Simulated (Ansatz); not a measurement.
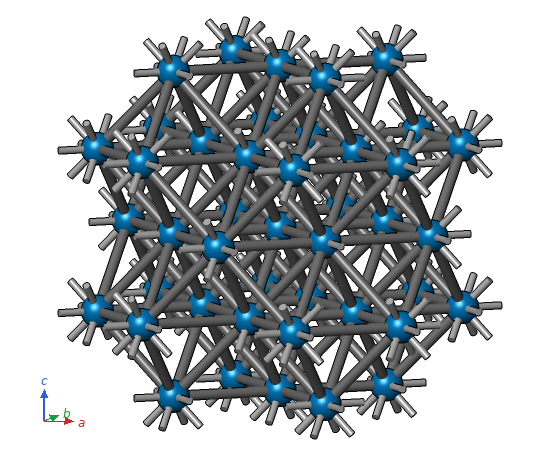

A cut-out of a periodic net derived from a crystal structure. Nodes are coloured by topological kind. Short stubs are edges that leave the cut-out.

**Describe the net.**

A uninodal 12-connected, three-periodic net. It is the fcu net, known from cubic close packing.

**Give point symbol and coordination sequence.**

3^24.4^36.5^6, sequence 12, 42, 92, 162, 252, 362.

Origin of the net. System Rh (space group Fm-3m, No. 225); source of the atomic positions: the input geometry of an electronic-structure calculation (not necessarily at equilibrium). Bonds are taken as Rh–Rh below 3 Å; no other contact counts. The graph is simplified in the usual way: terminal and isolated atoms are pruned, two-connected atoms become edges. Rh is a 12-connected node.
